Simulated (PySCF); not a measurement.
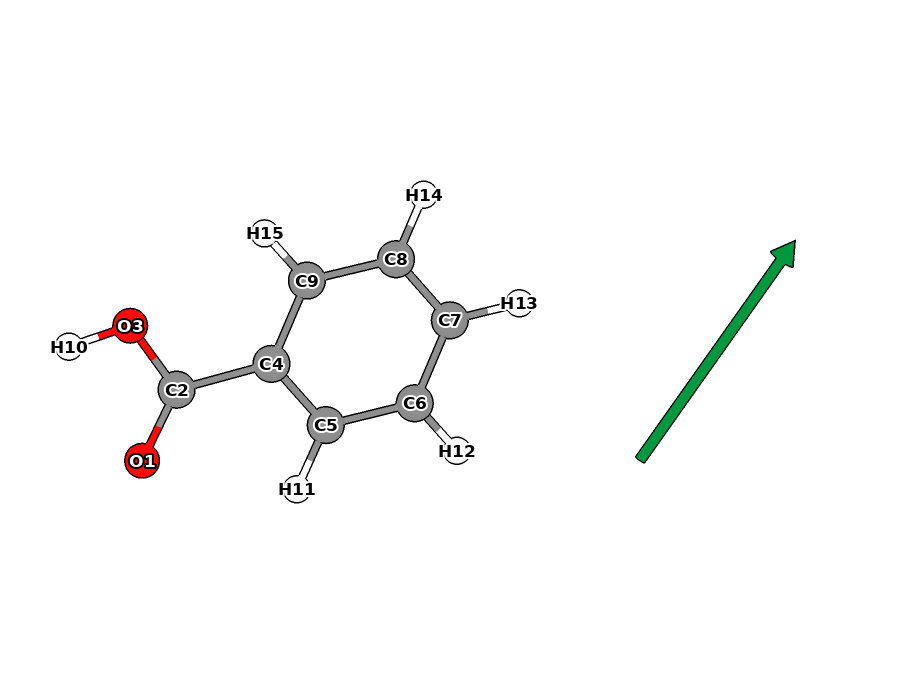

The arrow beside the molecule shows the direction of the dipole moment, from the negative to the positive end (its length means nothing). The geometry was computed by an optimisation with GFN2-xTB. No frequency run is at hand to confirm it as a minimum. Method: B3LYP/pcJ-1, gas phase (PySCF 2.14.0).

Question: Estimate the dipole moment.

Answer: 2.02 D; it points from the side of O1 to the side of H14 (the outermost atoms at the two ends).
